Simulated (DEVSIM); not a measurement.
Structure: isotype n-n heterojunction GaP/Si, at 300 K.

```csv
layer (left to right),material,thickness (μm),Nd (cm⁻³),τn (s),τp (s)
1,GaP,0.0560,6e16,8.8e-7,8.8e-7
2,Si,0.140,1.9e17,8.8e-7,8.8e-7
```

Left contact: ohmic. Right contact: ohmic. Voltage is applied to the left contact. Recombination: SRH at mid-gap, Auger. Mobility is μmin + (μ − μmin)/(1 + (N/Nref)^α).

The device is made up for the run: typed textbook-type constants, with dimensions and the other settings drawn at random. Values at 300 K.

| parameter | GaP | Si |
|---|---|---|
| gap (eV) | 2.26 | 1.124 |
| affinity (eV) | 3.8 | 4.05 |
| permittivity | 11.1 | 11.7 |
| Nc (cm⁻³) | 1.8e19 | 2.86e19 |
| Nv (cm⁻³) | 1.9e19 | 3.1e19 |
| μn (cm²/Vs) | 250 | 1417 |
| μp (cm²/Vs) | 150 | 470 |
| μn,min | 10 | 52 |
| μp,min | 10 | 45 |
| Nref,n | 4.4e18 | 9.7e16 |
| Nref,p | 1e18 | 2.2e17 |
| αn | 0.8 | 0.68 |
| αp | 0.85 | 0.72 |
| Cn (cm⁶/s) | 1e-30 | 2.8e-31 |
| Cp (cm⁶/s) | 1e-30 | 9.9e-32 |

Simulated with DEVSIM: 1D drift-diffusion, Boltzmann statistics, complete ionisation; no tunnelling, impact ionisation, image-force lowering or self-heating. Band offsets follow the typed affinities; no thermionic-emission limit at abrupt steps, no polarisation charge.

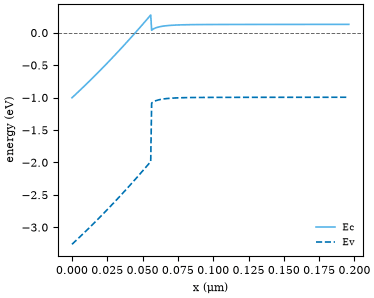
Figure. Band edges at 1.15 V on the left contact

Energies count from the Fermi level of the right contact; mesh points crowd at the junctions.

```tsv
x (μm)	Ec (eV)	Ev (eV)	n (cm⁻³)	p (cm⁻³)	field (V/cm)
0.000	-1.002	-3.263	6.0e16	< 1e2	200000
0.002618	-0.949	-3.209	8.0e15	< 1e2	200000
0.006409	-0.871	-3.131	7.8e14	< 1e2	210000
0.01131	-0.768	-3.028	4.1e14	< 1e2	210000
0.02258	-0.522	-2.782	3.8e14	< 1e2	220000
0.03324	-0.278	-2.538	3.7e14	< 1e2	230000
0.04142	-0.083	-2.343	3.5e14	< 1e2	240000
0.04951	0.116	-2.144	3.4e14	< 1e2	250000
0.05304	0.205	-2.055	3.4e14	< 1e2	250000
0.05576	0.274	-1.986	3.3e14	< 1e2	260000
0.05810	0.064	-1.060	2.2e18	< 1e2	110000
0.06321	0.098	-1.026	6.0e17	180	39000
0.06962	0.114	-1.010	3.2e17	330	16000
0.07936	0.123	-1.001	2.3e17	470	5100
0.09937	0.127	-0.997	1.9e17	560	740
0.1245	0.128	-0.996	1.9e17	580	220
0.1497	0.129	-0.995	1.9e17	590	190
0.1673	0.129	-0.995	1.9e17	600	190
0.1813	0.129	-0.995	1.9e17	610	190
0.1881	0.129	-0.995	1.9e17	610	190
0.1925	0.130	-0.994	1.9e17	610	190
0.1960	0.130	-0.994	1.9e17	610	190
```
